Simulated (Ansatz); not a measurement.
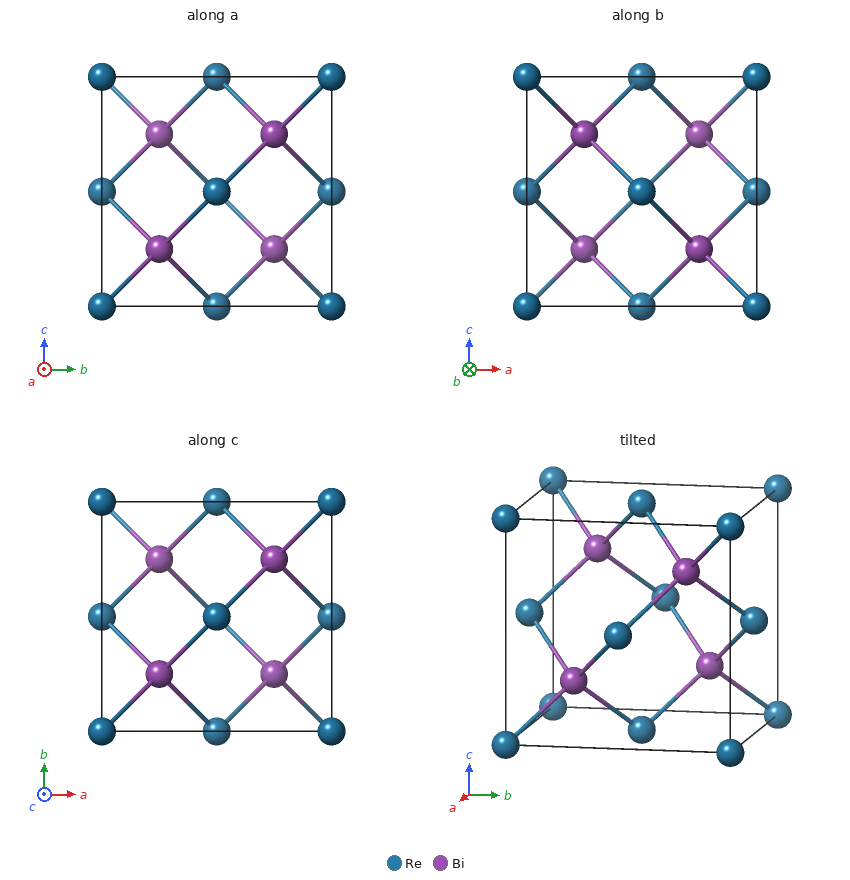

Ball-and-stick drawing of the structure, looking along the a axis, along the b axis, along the c axis and slightly off an axis. Atoms at the boundary of the conventional unit cell (the box) are drawn once for each face, edge or corner they touch.

Lattice parameters: a = 5.5958 Å, b = 5.5958 Å, c = 5.5958 Å, α = 90.000°, β = 90.000°, γ = 90.000°.

**Express the structure as a CIF in P1 with every atom of the cell.**

```cif
data_structure
_symmetry_space_group_name_H-M 'P 1'
_symmetry_Int_Tables_number 1
_cell_length_a 5.5958
_cell_length_b 5.5958
_cell_length_c 5.5958
_cell_angle_alpha 90.000
_cell_angle_beta 90.000
_cell_angle_gamma 90.000
_cell_volume 175.22
loop_
_atom_site_label
_atom_site_type_symbol
_atom_site_fract_x
_atom_site_fract_y
_atom_site_fract_z
_atom_site_occupancy
Re1 Re 0.0000 0.0000 0.0000 1
Bi1 Bi 0.2500 0.2500 0.7500 1
Re2 Re 0.0000 0.5000 0.5000 1
Bi2 Bi 0.2500 0.7500 0.2500 1
Re3 Re 0.5000 0.0000 0.5000 1
Bi3 Bi 0.7500 0.2500 0.2500 1
Re4 Re 0.5000 0.5000 0.0000 1
Bi4 Bi 0.7500 0.7500 0.7500 1
```

The structure was taken from a structure type filled with these elements by a generator (whether the compound takes this form wasn't checked). Earlier steps of the study may have refined or changed the cell and positions. A calculation with Ansatz used it as input.

At this level of theory the cell isn't at rest (compressed, at 47 GPa), so its distances can differ from those at equilibrium, the more so the softer the solid.
